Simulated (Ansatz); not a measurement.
**CH₄ClFSSi: how energies converge with the basis set**

How large a basis does CH₄ClFSSi need? Two functionals are run in growing sets.

Computed with Ansatz 0.2.0, Gaussian basis. Level: one geometry, several basis sets.

Levels to be run: PBE0-D4/def2-SVP; ωB97M-V/def2-SVP; PBE0-D4/def2-QZVPP; ωB97M-V/def2-QZVPP; the functionals' def2-TZVPP values are taken from earlier runs.

**1. The geometry**

All runs share one geometry, relaxed beforehand with PBE0-D4 in a triple-zeta def2 set.

SMILES `CS[SiH](F)Cl`, 9 atoms, charge 0, spin multiplicity 1.

Atoms are counted from 1 here; the program's logs count them from 0.

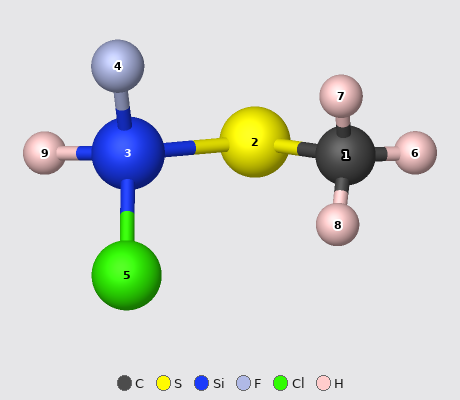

The geometry (carbon dark grey, sulfur yellow, silicon blue, fluorine light blue, chlorine green, hydrogen pink); atoms are numbered from 1 in the order of the file.

**2. PBE0-D4 in def2-SVP**

File in.yaml:

```yaml
crystal:
  periodic: [false, false, false]
  atoms:
    - {symbol: C, position_ang: [-0.662049, -1.024756, -0.933001]}
    - {symbol: S, position_ang: [0.780273, -1.101973, 0.172852]}
    - {symbol: Si, position_ang: [0.740973, 0.828695, 0.986133]}
    - {symbol: F, position_ang: [-0.567409, 1.071671, 1.859634]}
    - {symbol: Cl, position_ang: [0.691770, 2.269066, -0.462925]}
    - {symbol: H, position_ang: [-0.708620, -1.988791, -1.437376]}
    - {symbol: H, position_ang: [-1.578893, -0.871801, -0.366482]}
    - {symbol: H, position_ang: [-0.536576, -0.236460, -1.673464]}
    - {symbol: H, position_ang: [1.929130, 1.008051, 1.837529]}
basis:
  gaussian: {orbitals: def2-SVP}
hamiltonian: {xc: pbe0, dispersion: d4}
output: {orbitals: {seedname: orbitals}}
```

Run with:

```console
ansatz run in.yaml --threads 4 --pin off --events-out ev --progress --plain --max-ram 10444MiB
```

The runs that follow: ωB97M-V in def2-SVP; PBE0-D4 in def2-QZVPP; ωB97M-V in def2-QZVPP.

**Question.** What will the summary of the whole plan be? Wanted: PBE0-D4: double and triple zeta above quadruple; ωB97M-V: double and triple zeta above quadruple.

As calculated:

```
                                       quantity           value
PBE0-D4: double and triple zeta above quadruple  16.98, 1.19 eV
ωB97M-V: double and triple zeta above quadruple  16.97, 1.12 eV
```

**Reading.** PBE0-D4 gains 15.79 eV from double to triple zeta, then 1.19 eV more. These are total energies; as a rule much of such shifts cancels in differences, which this series doesn't test. The LUMO of ωB97M-V is positive and keeps falling with the basis (2.26 to 1.20 eV): an unbound level that the basis holds in place.
